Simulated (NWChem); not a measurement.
**BPH6 (SMILES [BH3-][PH3+]): HF/def2-SVP**

What is the vertical ionisation energy of BPH6 at HF/def2-SVP? 

The results are computed with NWChem 7.3.0.

6 further runs of the same task are left out: 4 that didn't finish, 2 set aside as unsound or not needed.

### 1 The structure to begin with

BPH6: 8 atoms, total charge 0, spin state singlet. As SMILES, `[BH3-][PH3+]`. Geometry: relaxed at PBE0-D4/def2-TZVP.

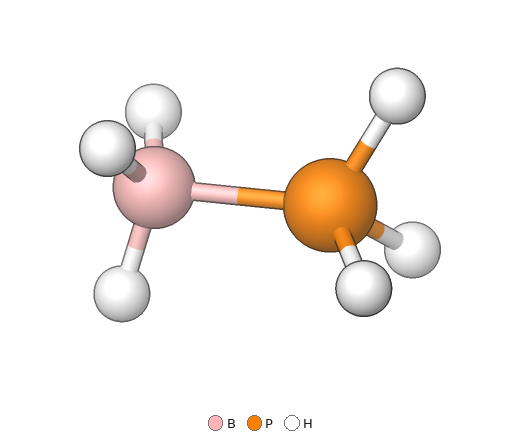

The structure, seen from a chosen angle (boron pink, phosphorus orange, hydrogen white).

### 2 The energy at HF/def2-SVP

File bh6p.xyz:

```xyz
8
BH6P energy
B     -0.556100     0.227200    -0.914000
P      0.433900    -0.181600     0.667700
H     -1.693400     0.343100    -0.520100
H     -0.367800    -0.730200    -1.628000
H     -0.055500     1.254200    -1.309900
H      0.418800     0.755700     1.718800
H      1.823100    -0.380300     0.547100
H      0.089200    -1.345200     1.382600
```

File bh6p.nw:

```
start bh6p
title "BH6P energy"
memory stack 880 mb heap 220 mb global 1100 mb

geometry units angstroms noautosym nocenter noautoz
  load bh6p.xyz
end

basis "ao basis" spherical bse
  * library def2-SVP
end

scf
  thresh 1e-08
  maxiter 80
  print low
end

task scf energy
```

Command:

```bash
$ nwchem bh6p.nw > bh6p.out
```

Output:

```text
[...]
  functions       =    62
[...]
  wavefunction    = RHF
[...]
         Total SCF energy =   -368.751452782189
      One-electron energy =   -625.545785994438
      Two-electron energy =    197.249811743055
 Nuclear repulsion energy =     59.544521469194
        Time for solution =      4.5s
 Task  times  cpu:        4.6s     wall:        4.6s
[...]
```

It took 5.4 s on 1 thread of Intel Xeon Platinum 8259CL at 2.50GHz (Skylake/Cascade Lake), shared host; peak memory 0.099 GiB.

### 3 The doublet cation at the same level

File a.nw:

```
start a
memory stack 880 mb heap 220 mb global 1100 mb
charge 1
geometry noautosym nocenter noautoz
B     -0.556100     0.227200    -0.914000
P      0.433900    -0.181600     0.667700
H     -1.693400     0.343100    -0.520100
H     -0.367800    -0.730200    -1.628000
H     -0.055500     1.254200    -1.309900
H      0.418800     0.755700     1.718800
H      1.823100    -0.380300     0.547100
H      0.089200    -1.345200     1.382600
end
basis spherical bse
B library def2-SVP
P library def2-SVP
H library def2-SVP
end
scf
doublet
uhf
thresh 1e-08
maxiter 80
noprint "final vectors analysis"
end
task scf
```

Command:

```bash
$ nwchem a.nw > a.out
```

Output:

```text
[...]
  functions       =    62
[...]
  wavefunction    = UHF
[...]
         Total SCF energy =   -368.372699054596
      One electron energy =   -619.192823737096
      Two electron energy =    191.275603213306
 Nuclear repulsion energy =     59.544521469194
                       Sz =      0.5000
                 Sz(Sz+1) =      0.7500
                      S^2 =      0.7589
[...]
```

Wall time 26 s (1 thread of Intel Xeon Platinum 8259CL at 2.50GHz (Skylake/Cascade Lake), shared host); peak memory 0.1 GiB.

### 4 What came out

At HF/def2-SVP:

```
                                          quantity          value
                        singlet BPH6: total energy  -368.75145 Eh
                      doublet cation: total energy  -368.37270 Eh
                              doublet cation: ⟨S²⟩          0.759
vertical ionisation energy (to the doublet cation)      10.306 eV
```

What this shows: The vertical ionisation energy comes to 10.31 eV (238 kcal/mol). Mulliken charges (doublet cation) run from -0.08 on B1 to +0.32 on P2.
